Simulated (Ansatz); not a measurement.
## Al$_{2}$NH$_{7}$O: molecular dynamics (part 2 of 3)

Al$_{2}$NH$_{7}$O; RKS CAM-B3LYP-D4/def2-SVP (Ansatz 0.2.0). It belongs to a series of runs on one base structure; here: dynamics from the highest image of the converged band.

Geometry of the input (Å):
```
Al 0.1964  0.3488  0.1762
N  -0.1081  -0.2523  1.9539
H  -0.6574  -1.0946  2.1173
H  0.6475  -0.2424  2.6369
H  1.6375  0.9651  -0.0740
H  -0.5700  -0.4847  -0.9366
O  -0.9764  1.7194  0.8597
Al -1.8666  3.1773  0.6174
H  -2.7350  3.6909  1.8237
H  -1.7271  3.8634  -0.7881
H  -0.8659  1.0463  1.7056
```

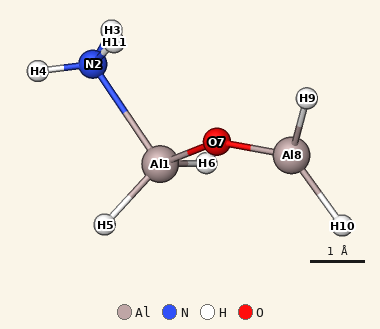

Fig. 1: The geometry at step 143 of the log (ball-and-stick view, seen at a tilt; atoms are numbered from 1 in the order of the input).

Output, continued
```
md step    90: t =    45.00 fs  T =   488.1 K  F+E_penalty+E_count = -16839.55855433 eV  E_kin = 0.567863 eV  conserved = -16838.99069118 eV  (27 SCF iters, 3 dispersion substeps)
md step    91: t =    45.50 fs  T =   631.4 K  F+E_penalty+E_count = -16839.73283644 eV  E_kin = 0.734504 eV  conserved = -16838.99833290 eV  (27 SCF iters, 3 dispersion substeps)
md step    92: t =    46.00 fs  T =   727.7 K  F+E_penalty+E_count = -16839.84663485 eV  E_kin = 0.846529 eV  conserved = -16839.00010613 eV  (28 SCF iters, 3 dispersion substeps)
md step    93: t =    46.50 fs  T =   739.5 K  F+E_penalty+E_count = -16839.85788389 eV  E_kin = 0.860234 eV  conserved = -16838.99764988 eV  (25 SCF iters, 3 dispersion substeps)
md step    94: t =    47.00 fs  T =   684.9 K  F+E_penalty+E_count = -16839.79120238 eV  E_kin = 0.796825 eV  conserved = -16838.99437706 eV  (25 SCF iters, 3 dispersion substeps)
md step    95: t =    47.50 fs  T =   600.3 K  F+E_penalty+E_count = -16839.69021113 eV  E_kin = 0.698303 eV  conserved = -16838.99190829 eV  (25 SCF iters, 3 dispersion substeps)
md step    96: t =    48.00 fs  T =   516.1 K  F+E_penalty+E_count = -16839.59078998 eV  E_kin = 0.600395 eV  conserved = -16838.99039543 eV  (25 SCF iters, 3 dispersion substeps)
md step    97: t =    48.50 fs  T =   452.7 K  F+E_penalty+E_count = -16839.51611833 eV  E_kin = 0.526596 eV  conserved = -16838.98952252 eV  (26 SCF iters, 3 dispersion substeps)
md step    98: t =    49.00 fs  T =   422.0 K  F+E_penalty+E_count = -16839.47997942 eV  E_kin = 0.490937 eV  conserved = -16838.98904225 eV  (26 SCF iters, 3 dispersion substeps)
md step    99: t =    49.50 fs  T =   430.7 K  F+E_penalty+E_count = -16839.48992559 eV  E_kin = 0.501013 eV  conserved = -16838.98891277 eV  (26 SCF iters, 3 dispersion substeps)
md step   100: t =    50.00 fs  T =   480.1 K  F+E_penalty+E_count = -16839.54775748 eV  E_kin = 0.558492 eV  conserved = -16838.98926581 eV  (26 SCF iters, 3 dispersion substeps)
md step   101: t =    50.50 fs  T =   564.9 K  F+E_penalty+E_count = -16839.64755607 eV  E_kin = 0.657217 eV  conserved = -16838.99033915 eV  (26 SCF iters, 3 dispersion substeps)
md step   102: t =    51.00 fs  T =   670.5 K  F+E_penalty+E_count = -16839.77234714 eV  E_kin = 0.779969 eV  conserved = -16838.99237846 eV  (26 SCF iters, 3 dispersion substeps)
md step   103: t =    51.50 fs  T =   770.0 K  F+E_penalty+E_count = -16839.89118369 eV  E_kin = 0.895787 eV  conserved = -16838.99539717 eV  (25 SCF iters, 3 dispersion substeps)
md step   104: t =    52.00 fs  T =   826.9 K  F+E_penalty+E_count = -16839.96061623 eV  E_kin = 0.961971 eV  conserved = -16838.99864488 eV  (25 SCF iters, 3 dispersion substeps)
md step   105: t =    52.50 fs  T =   806.7 K  F+E_penalty+E_count = -16839.93838153 eV  E_kin = 0.938419 eV  conserved = -16838.99996296 eV  (27 SCF iters, 3 dispersion substeps)
md step   106: t =    53.00 fs  T =   704.9 K  F+E_penalty+E_count = -16839.81654704 eV  E_kin = 0.820024 eV  conserved = -16838.99652260 eV  (27 SCF iters, 3 dispersion substeps)
md step   107: t =    53.50 fs  T =   575.3 K  F+E_penalty+E_count = -16839.65830515 eV  E_kin = 0.669277 eV  conserved = -16838.98902783 eV  (27 SCF iters, 3 dispersion substeps)
md step   108: t =    54.00 fs  T =   510.6 K  F+E_penalty+E_count = -16839.57869126 eV  E_kin = 0.593954 eV  conserved = -16838.98473697 eV  (29 SCF iters, 3 dispersion substeps)
md step   109: t =    54.50 fs  T =   560.1 K  F+E_penalty+E_count = -16839.64040735 eV  E_kin = 0.651628 eV  conserved = -16838.98877975 eV  (29 SCF iters, 3 dispersion substeps)
md step   110: t =    55.00 fs  T =   678.8 K  F+E_penalty+E_count = -16839.78537074 eV  E_kin = 0.789626 eV  conserved = -16838.99574499 eV  (28 SCF iters, 3 dispersion substeps)
md step   111: t =    55.50 fs  T =   780.2 K  F+E_penalty+E_count = -16839.90649495 eV  E_kin = 0.907673 eV  conserved = -16838.99882200 eV  (28 SCF iters, 3 dispersion substeps)
md step   112: t =    56.00 fs  T =   815.1 K  F+E_penalty+E_count = -16839.94597335 eV  E_kin = 0.948236 eV  conserved = -16838.99773708 eV  (28 SCF iters, 3 dispersion substeps)
md step   113: t =    56.50 fs  T =   784.9 K  F+E_penalty+E_count = -16839.90835994 eV  E_kin = 0.913125 eV  conserved = -16838.99523471 eV  (27 SCF iters, 3 dispersion substeps)
md step   114: t =    57.00 fs  T =   714.9 K  F+E_penalty+E_count = -16839.82468554 eV  E_kin = 0.831618 eV  conserved = -16838.99306785 eV  (25 SCF iters, 3 dispersion substeps)
md step   115: t =    57.50 fs  T =   630.7 K  F+E_penalty+E_count = -16839.72527117 eV  E_kin = 0.733700 eV  conserved = -16838.99157143 eV  (28 SCF iters, 3 dispersion substeps)
md step   116: t =    58.00 fs  T =   551.8 K  F+E_penalty+E_count = -16839.63240737 eV  E_kin = 0.641886 eV  conserved = -16838.99052107 eV  (29 SCF iters, 3 dispersion substeps)
md step   117: t =    58.50 fs  T =   492.1 K  F+E_penalty+E_count = -16839.56226289 eV  E_kin = 0.572535 eV  conserved = -16838.98972752 eV  (29 SCF iters, 3 dispersion substeps)
md step   118: t =    59.00 fs  T =   462.4 K  F+E_penalty+E_count = -16839.52712647 eV  E_kin = 0.537935 eV  conserved = -16838.98919173 eV  (29 SCF iters, 3 dispersion substeps)
md step   119: t =    59.50 fs  T =   469.4 K  F+E_penalty+E_count = -16839.53517780 eV  E_kin = 0.546119 eV  conserved = -16838.98905833 eV  (26 SCF iters, 3 dispersion substeps)
md step   120: t =    60.00 fs  T =   514.6 K  F+E_penalty+E_count = -16839.58821017 eV  E_kin = 0.598664 eV  conserved = -16838.98954575 eV  (29 SCF iters, 3 dispersion substeps)
md step   121: t =    60.50 fs  T =   590.9 K  F+E_penalty+E_count = -16839.67835666 eV  E_kin = 0.687466 eV  conserved = -16838.99089067 eV  (29 SCF iters, 3 dispersion substeps)
md step   122: t =    61.00 fs  T =   680.5 K  F+E_penalty+E_count = -16839.78488084 eV  E_kin = 0.791648 eV  conserved = -16838.99323283 eV  (29 SCF iters, 3 dispersion substeps)
md step   123: t =    61.50 fs  T =   753.7 K  F+E_penalty+E_count = -16839.87310490 eV  E_kin = 0.876805 eV  conserved = -16838.99630014 eV  (27 SCF iters, 3 dispersion substeps)
md step   124: t =    62.00 fs  T =   775.0 K  F+E_penalty+E_count = -16839.90038276 eV  E_kin = 0.901539 eV  conserved = -16838.99884337 eV  (28 SCF iters, 3 dispersion substeps)
md step   125: t =    62.50 fs  T =   720.6 K  F+E_penalty+E_count = -16839.83670623 eV  E_kin = 0.838286 eV  conserved = -16838.99842060 eV  (27 SCF iters, 3 dispersion substeps)
md step   126: t =    63.00 fs  T =   607.3 K  F+E_penalty+E_count = -16839.69984091 eV  E_kin = 0.706483 eV  conserved = -16838.99335813 eV  (27 SCF iters, 3 dispersion substeps)
md step   127: t =    63.50 fs  T =   503.9 K  F+E_penalty+E_count = -16839.57319450 eV  E_kin = 0.586258 eV  conserved = -16838.98693613 eV  (27 SCF iters, 3 dispersion substeps)
md step   128: t =    64.00 fs  T =   487.3 K  F+E_penalty+E_count = -16839.55292951 eV  E_kin = 0.566887 eV  conserved = -16838.98604239 eV  (29 SCF iters, 3 dispersion substeps)
md step   129: t =    64.50 fs  T =   568.8 K  F+E_penalty+E_count = -16839.65299043 eV  E_kin = 0.661683 eV  conserved = -16838.99130757 eV  (28 SCF iters, 3 dispersion substeps)
md step   130: t =    65.00 fs  T =   687.5 K  F+E_penalty+E_count = -16839.79617988 eV  E_kin = 0.799822 eV  conserved = -16838.99635786 eV  (27 SCF iters, 3 dispersion substeps)
md step   131: t =    65.50 fs  T =   776.2 K  F+E_penalty+E_count = -16839.90066911 eV  E_kin = 0.903028 eV  conserved = -16838.99764064 eV  (28 SCF iters, 3 dispersion substeps)
md step   132: t =    66.00 fs  T =   807.5 K  F+E_penalty+E_count = -16839.93589552 eV  E_kin = 0.939411 eV  conserved = -16838.99648439 eV  (27 SCF iters, 3 dispersion substeps)
md step   133: t =    66.50 fs  T =   787.0 K  F+E_penalty+E_count = -16839.91035968 eV  E_kin = 0.915498 eV  conserved = -16838.99486170 eV  (27 SCF iters, 3 dispersion substeps)
md step   134: t =    67.00 fs  T =   731.2 K  F+E_penalty+E_count = -16839.84411610 eV  E_kin = 0.850673 eV  conserved = -16838.99344288 eV  (27 SCF iters, 3 dispersion substeps)
md step   135: t =    67.50 fs  T =   657.5 K  F+E_penalty+E_count = -16839.75704847 eV  E_kin = 0.764898 eV  conserved = -16838.99215000 eV  (28 SCF iters, 3 dispersion substeps)
md step   136: t =    68.00 fs  T =   582.4 K  F+E_penalty+E_count = -16839.66838610 eV  E_kin = 0.677487 eV  conserved = -16838.99089947 eV  (29 SCF iters, 3 dispersion substeps)
md step   137: t =    68.50 fs  T =   522.1 K  F+E_penalty+E_count = -16839.59718913 eV  E_kin = 0.607387 eV  conserved = -16838.98980209 eV  (29 SCF iters, 3 dispersion substeps)
md step   138: t =    69.00 fs  T =   491.1 K  F+E_penalty+E_count = -16839.56033786 eV  E_kin = 0.571259 eV  conserved = -16838.98907857 eV  (26 SCF iters, 3 dispersion substeps)
md step   139: t =    69.50 fs  T =   498.5 K  F+E_penalty+E_count = -16839.56893145 eV  E_kin = 0.579960 eV  conserved = -16838.98897145 eV  (28 SCF iters, 3 dispersion substeps)
md step   140: t =    70.00 fs  T =   545.6 K  F+E_penalty+E_count = -16839.62441794 eV  E_kin = 0.634704 eV  conserved = -16838.98971442 eV  (29 SCF iters, 3 dispersion substeps)
md step   141: t =    70.50 fs  T =   622.0 K  F+E_penalty+E_count = -16839.71511262 eV  E_kin = 0.723620 eV  conserved = -16838.99149233 eV  (29 SCF iters, 3 dispersion substeps)
md step   142: t =    71.00 fs  T =   704.6 K  F+E_penalty+E_count = -16839.81400069 eV  E_kin = 0.819732 eV  conserved = -16838.99426905 eV  (28 SCF iters, 3 dispersion substeps)
md step   143: t =    71.50 fs  T =   759.3 K  F+E_penalty+E_count = -16839.88067137 eV  E_kin = 0.883297 eV  conserved = -16838.99737441 eV  (28 SCF iters, 3 dispersion substeps)
md step   144: t =    72.00 fs  T =   751.6 K  F+E_penalty+E_count = -16839.87340247 eV  E_kin = 0.874387 eV  conserved = -16838.99901573 eV  (28 SCF iters, 3 dispersion substeps)
md step   145: t =    72.50 fs  T =   670.6 K  F+E_penalty+E_count = -16839.77689435 eV  E_kin = 0.780082 eV  conserved = -16838.99681191 eV  (28 SCF iters, 3 dispersion substeps)
md step   146: t =    73.00 fs  T =   553.0 K  F+E_penalty+E_count = -16839.63418061 eV  E_kin = 0.643333 eV  conserved = -16838.99084721 eV  (27 SCF iters, 3 dispersion substeps)
md step   147: t =    73.50 fs  T =   474.9 K  F+E_penalty+E_count = -16839.53869231 eV  E_kin = 0.552413 eV  conserved = -16838.98627938 eV  (29 SCF iters, 3 dispersion substeps)
md step   148: t =    74.00 fs  T =   490.7 K  F+E_penalty+E_count = -16839.55876669 eV  E_kin = 0.570882 eV  conserved = -16838.98788464 eV  (29 SCF iters, 3 dispersion substeps)
md step   149: t =    74.50 fs  T =   584.2 K  F+E_penalty+E_count = -16839.67254048 eV  E_kin = 0.679586 eV  conserved = -16838.99295470 eV  (28 SCF iters, 3 dispersion substeps)
md step   150: t =    75.00 fs  T =   693.5 K  F+E_penalty+E_count = -16839.80309209 eV  E_kin = 0.806789 eV  conserved = -16838.99630334 eV  (28 SCF iters, 3 dispersion substeps)
md step   151: t =    75.50 fs  T =   769.3 K  F+E_penalty+E_count = -16839.89187157 eV  E_kin = 0.894963 eV  conserved = -16838.99690866 eV  (25 SCF iters, 3 dispersion substeps)
md step   152: t =    76.00 fs  T =   794.1 K  F+E_penalty+E_count = -16839.92002399 eV  E_kin = 0.923816 eV  conserved = -16838.99620823 eV  (25 SCF iters, 3 dispersion substeps)
md step   153: t =    76.50 fs  T =   770.7 K  F+E_penalty+E_count = -16839.89166875 eV  E_kin = 0.896573 eV  conserved = -16838.99509609 eV  (25 SCF iters, 3 dispersion substeps)
md step   154: t =    77.00 fs  T =   710.6 K  F+E_penalty+E_count = -16839.82039202 eV  E_kin = 0.826686 eV  conserved = -16838.99370555 eV  (24 SCF iters, 3 dispersion substeps)
md step   155: t =    77.50 fs  T =   630.7 K  F+E_penalty+E_count = -16839.72581724 eV  E_kin = 0.733702 eV  conserved = -16838.99211480 eV  (26 SCF iters, 3 dispersion substeps)
md step   156: t =    78.00 fs  T =   551.0 K  F+E_penalty+E_count = -16839.63162576 eV  E_kin = 0.641055 eV  conserved = -16838.99057047 eV  (26 SCF iters, 3 dispersion substeps)
md step   157: t =    78.50 fs  T =   491.7 K  F+E_penalty+E_count = -16839.56141310 eV  E_kin = 0.572040 eV  conserved = -16838.98937291 eV  (26 SCF iters, 3 dispersion substeps)
md step   158: t =    79.00 fs  T =   468.4 K  F+E_penalty+E_count = -16839.53372398 eV  E_kin = 0.544948 eV  conserved = -16838.98877587 eV  (25 SCF iters, 3 dispersion substeps)
md step   159: t =    79.50 fs  T =   488.9 K  F+E_penalty+E_count = -16839.55779014 eV  E_kin = 0.568809 eV  conserved = -16838.98898123 eV  (26 SCF iters, 3 dispersion substeps)
md step   160: t =    80.00 fs  T =   550.2 K  F+E_penalty+E_count = -16839.63026081 eV  E_kin = 0.640112 eV  conserved = -16838.99014835 eV  (26 SCF iters, 3 dispersion substeps)
md step   161: t =    80.50 fs  T =   636.7 K  F+E_penalty+E_count = -16839.73298260 eV  E_kin = 0.740660 eV  conserved = -16838.99232297 eV  (24 SCF iters, 3 dispersion substeps)
md step   162: t =    81.00 fs  T =   720.3 K  F+E_penalty+E_count = -16839.83310542 eV  E_kin = 0.837912 eV  conserved = -16838.99519319 eV  (24 SCF iters, 3 dispersion substeps)
md step   163: t =    81.50 fs  T =   766.3 K  F+E_penalty+E_count = -16839.88919067 eV  E_kin = 0.891492 eV  conserved = -16838.99769825 eV  (25 SCF iters, 3 dispersion substeps)
md step   164: t =    82.00 fs  T =   748.2 K  F+E_penalty+E_count = -16839.86842862 eV  E_kin = 0.870458 eV  conserved = -16838.99797068 eV  (24 SCF iters, 3 dispersion substeps)
md step   165: t =    82.50 fs  T =   669.6 K  F+E_penalty+E_count = -16839.77372726 eV  E_kin = 0.779011 eV  conserved = -16838.99471611 eV  (25 SCF iters, 3 dispersion substeps)
md step   166: t =    83.00 fs  T =   575.2 K  F+E_penalty+E_count = -16839.65895485 eV  E_kin = 0.669150 eV  conserved = -16838.98980511 eV  (24 SCF iters, 3 dispersion substeps)
md step   167: t =    83.50 fs  T =   525.4 K  F+E_penalty+E_count = -16839.59881457 eV  E_kin = 0.611161 eV  conserved = -16838.98765333 eV  (24 SCF iters, 3 dispersion substeps)
md step   168: t =    84.00 fs  T =   547.8 K  F+E_penalty+E_count = -16839.62702126 eV  E_kin = 0.637329 eV  conserved = -16838.98969206 eV  (25 SCF iters, 3 dispersion substeps)
md step   169: t =    84.50 fs  T =   620.9 K  F+E_penalty+E_count = -16839.71541266 eV  E_kin = 0.722374 eV  conserved = -16838.99303839 eV  (25 SCF iters, 3 dispersion substeps)
md step   170: t =    85.00 fs  T =   701.8 K  F+E_penalty+E_count = -16839.81173278 eV  E_kin = 0.816398 eV  conserved = -16838.99533523 eV  (25 SCF iters, 3 dispersion substeps)
md step   171: t =    85.50 fs  T =   755.6 K  F+E_penalty+E_count = -16839.87534194 eV  E_kin = 0.878966 eV  conserved = -16838.99637604 eV  (25 SCF iters, 3 dispersion substeps)
md step   172: t =    86.00 fs  T =   763.5 K  F+E_penalty+E_count = -16839.88458506 eV  E_kin = 0.888229 eV  conserved = -16838.99635586 eV  (24 SCF iters, 3 dispersion substeps)
md step   173: t =    86.50 fs  T =   722.2 K  F+E_penalty+E_count = -16839.83551661 eV  E_kin = 0.840205 eV  conserved = -16838.99531134 eV  (24 SCF iters, 3 dispersion substeps)
md step   174: t =    87.00 fs  T =   642.7 K  F+E_penalty+E_count = -16839.74117690 eV  E_kin = 0.747658 eV  conserved = -16838.99351886 eV  (25 SCF iters, 3 dispersion substeps)
md step   175: t =    87.50 fs  T =   546.5 K  F+E_penalty+E_count = -16839.62729022 eV  E_kin = 0.635786 eV  conserved = -16838.99150397 eV  (25 SCF iters, 3 dispersion substeps)
md step   176: t =    88.00 fs  T =   459.4 K  F+E_penalty+E_count = -16839.52415109 eV  E_kin = 0.534382 eV  conserved = -16838.98976939 eV  (24 SCF iters, 3 dispersion substeps)
md step   177: t =    88.50 fs  T =   403.9 K  F+E_penalty+E_count = -16839.45852181 eV  E_kin = 0.469872 eV  conserved = -16838.98864944 eV  (25 SCF iters, 3 dispersion substeps)
md step   178: t =    89.00 fs  T =   395.0 K  F+E_penalty+E_count = -16839.44791139 eV  E_kin = 0.459570 eV  conserved = -16838.98834133 eV  (26 SCF iters, 3 dispersion substeps)
md step   179: t =    89.50 fs  T =   436.8 K  F+E_penalty+E_count = -16839.49708608 eV  E_kin = 0.508102 eV  conserved = -16838.98898442 eV  (26 SCF iters, 3 dispersion substeps)
md step   180: t =    90.00 fs  T =   520.2 K  F+E_penalty+E_count = -16839.59583866 eV  E_kin = 0.605159 eV  conserved = -16838.99067965 eV  (26 SCF iters, 3 dispersion substeps)
md step   181: t =    90.50 fs  T =   622.8 K  F+E_penalty+E_count = -16839.71788268 eV  E_kin = 0.724510 eV  conserved = -16838.99337231 eV  (25 SCF iters, 3 dispersion substeps)
md step   182: t =    91.00 fs  T =   710.3 K  F+E_penalty+E_count = -16839.82279920 eV  E_kin = 0.826267 eV  conserved = -16838.99653240 eV  (25 SCF iters, 3 dispersion substeps)
md step   183: t =    91.50 fs  T =   745.2 K  F+E_penalty+E_count = -16839.86569491 eV  E_kin = 0.866942 eV  conserved = -16838.99875327 eV  (25 SCF iters, 3 dispersion substeps)
md step   184: t =    92.00 fs  T =   706.1 K  F+E_penalty+E_count = -16839.81942919 eV  E_kin = 0.821452 eV  conserved = -16838.99797678 eV  (24 SCF iters, 3 dispersion substeps)
md step   185: t =    92.50 fs  T =   610.3 K  F+E_penalty+E_count = -16839.70353529 eV  E_kin = 0.710043 eV  conserved = -16838.99349180 eV  (25 SCF iters, 3 dispersion substeps)
md step   186: t =    93.00 fs  T =   517.1 K  F+E_penalty+E_count = -16839.58994672 eV  E_kin = 0.601531 eV  conserved = -16838.98841532 eV  (24 SCF iters, 3 dispersion substeps)
md step   187: t =    93.50 fs  T =   488.3 K  F+E_penalty+E_count = -16839.55541711 eV  E_kin = 0.568066 eV  conserved = -16838.98735106 eV  (25 SCF iters, 3 dispersion substeps)
md step   188: t =    94.00 fs  T =   538.6 K  F+E_penalty+E_count = -16839.61708878 eV  E_kin = 0.626607 eV  conserved = -16838.99048219 eV  (24 SCF iters, 3 dispersion substeps)
md step   189: t =    94.50 fs  T =   630.9 K  F+E_penalty+E_count = -16839.72828367 eV  E_kin = 0.733969 eV  conserved = -16838.99431432 eV  (25 SCF iters, 3 dispersion substeps)
md step   190: t =    95.00 fs  T =   713.6 K  F+E_penalty+E_count = -16839.82679104 eV  E_kin = 0.830126 eV  conserved = -16838.99666469 eV  (25 SCF iters, 3 dispersion substeps)
md step   191: t =    95.50 fs  T =   750.3 K  F+E_penalty+E_count = -16839.87016615 eV  E_kin = 0.872873 eV  conserved = -16838.99729318 eV  (25 SCF iters, 3 dispersion substeps)
md step   192: t =    96.00 fs  T =   727.7 K  F+E_penalty+E_count = -16839.84307762 eV  E_kin = 0.846617 eV  conserved = -16838.99646074 eV  (25 SCF iters, 3 dispersion substeps)
md step   193: t =    96.50 fs  T =   653.0 K  F+E_penalty+E_count = -16839.75428078 eV  E_kin = 0.759681 eV  conserved = -16838.99459934 eV  (25 SCF iters, 3 dispersion substeps)
md step   194: t =    97.00 fs  T =   548.0 K  F+E_penalty+E_count = -16839.62988891 eV  E_kin = 0.637559 eV  conserved = -16838.99232971 eV  (25 SCF iters, 3 dispersion substeps)
md step   195: t =    97.50 fs  T =   441.3 K  F+E_penalty+E_count = -16839.50369188 eV  E_kin = 0.513440 eV  conserved = -16838.99025237 eV  (26 SCF iters, 3 dispersion substeps)
md step   196: t =    98.00 fs  T =   360.0 K  F+E_penalty+E_count = -16839.40754704 eV  E_kin = 0.418770 eV  conserved = -16838.98877746 eV  (26 SCF iters, 3 dispersion substeps)
```
